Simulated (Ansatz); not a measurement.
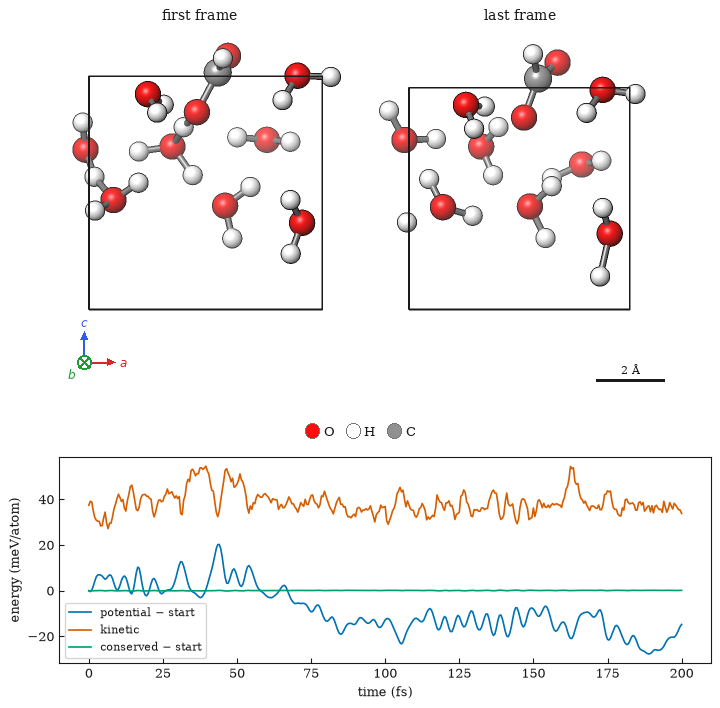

First-principles dynamics of a periodic cell with 8 H2O + 1 HCOOH at 0.947 g/cm³, 200 fs long. It starts from the last geometry of an earlier run, with fresh velocities. Style: ball-and-stick. Shown: the simulation cell, along the b axis.

Level of theory: DFT LDA, scalar-relativistic, plane waves, PAW (Ansatz 0.2.0). Set-up: plane-wave cutoff 420 eV; k-point mesh 1 × 1 × 1; Fermi-Dirac smearing 0.05 eV; Langevin thermostat and barostat (NPT); set temperature 300 K; time step 0.5 fs; friction 0.05 per fs; target pressure 0 GPa.

Input
```yaml
crystal:
  lattice:
    - [6.933382, 0.0, 0.0]
    - [0.0, 6.933382, 0.0]
    - [0.0, 0.0, 6.933382]
  atoms:
    - { symbol: O, position: [0.89403802, 0.23921472, 1.00229299] }
    - { symbol: H, position: [0.82989324, 0.15085189, 0.89760614] }
    - { symbol: H, position: [1.03715183, 0.2275093, 0.99720094] }
    - { symbol: O, position: [0.76257132, 1.04566145, 0.72737267] }
    - { symbol: H, position: [0.63562628, 0.97865361, 0.73835042] }
    - { symbol: H, position: [0.8630798, 0.93820566, 0.71897365] }
    - { symbol: O, position: [0.58333277, 0.71798879, 0.4447092] }
    - { symbol: H, position: [0.69188543, 0.69748994, 0.52540396] }
    - { symbol: H, position: [0.61412852, 0.70592577, 0.30468709] }
    - { symbol: O, position: [0.91349906, 0.232984, 0.37154648] }
    - { symbol: H, position: [0.86356834, 0.14051728, 0.46903073] }
    - { symbol: H, position: [0.86486185, 0.19631473, 0.23871593] }
    - { symbol: O, position: [0.10469065, 0.50289047, 0.46929688] }
    - { symbol: H, position: [0.21202524, 0.45627503, 0.54329086] }
    - { symbol: H, position: [0.02580842, 0.3860556, 0.42388684] }
    - { symbol: O, position: [0.25259342, 0.18658472, -0.07672413] }
    - { symbol: H, position: [0.32010411, 0.3081022, -0.12230944] }
    - { symbol: H, position: [0.2922381, 0.0772841, -0.15595461] }
    - { symbol: O, position: [0.35736758, 0.82792048, 0.69882829] }
    - { symbol: H, position: [0.21374638, 0.82523481, 0.67742412] }
    - { symbol: H, position: [0.44444236, 0.78467973, 0.57593198] }
    - { symbol: O, position: [0.98496427, 0.74195092, 0.68516181] }
    - { symbol: H, position: [1.02313787, 0.63032638, 0.56884769] }
    - { symbol: H, position: [0.97273991, 0.66459313, 0.80133884] }
    - { symbol: O, position: [0.46252111, 0.52441832, 0.84602364] }
    - { symbol: C, position: [0.55179418, 0.54133527, 1.01571457] }
    - { symbol: O, position: [0.59594502, 0.6886714, 1.08727432] }
    - { symbol: H, position: [0.40570778, 0.66493732, 0.78165993] }
    - { symbol: H, position: [0.57384836, 0.3944754, 1.07709155] }
basis:
  ecutwfc: 420.0
kpoints:
  mp_grid: { grid: [1, 1, 1] }
hamiltonian:
  xc: lda
scf:
  occupations: { method: fermi_dirac, width: 0.05 }
  lower_state_search: "off"
md:
  timestep: 0.5
  n_steps: 400
  ensemble: npt_langevin
  temperature: 300.0
  initial_velocities: maxwell_boltzmann
  seed: 329085
  friction: 0.05
  pressure: 0.0
  fix_cell: [angles]
```

Command:
```bash
ansatz run input.yaml --threads 1 --pin off --max-ram 3072MiB --backend cpu --events-out ev --progress --plain --runs-dir out
```

Q: How well is the energy conserved, and can the run be trusted?

A: The conserved quantity stays between −0.2 and 0.25 meV per atom of its start. A straight-line fit has a slope that amounts to +0.17 meV per atom over 200 fs (0.5 % of the mean kinetic energy), and the ripple about it is 1.2 % of the kinetic energy's fluctuation. With a drift under 2 % and a ripple under 7 %, the integration is accurate. The mean temperature in the second half is 290 K (standard deviation 32 K). The potential energy in the second half lies on average 15.7 meV per atom below the first frame. The mean pressure there is −0.5 GPa. The volume ends −13.0 % from the start.

Limits of the set-up: the periodic images lie only 6.9 Å apart, so the values are limited by the cell's size.

The run took 10 min on 1 thread of Arm Neoverse V1, on a shared host, peak memory 0.37 GiB.
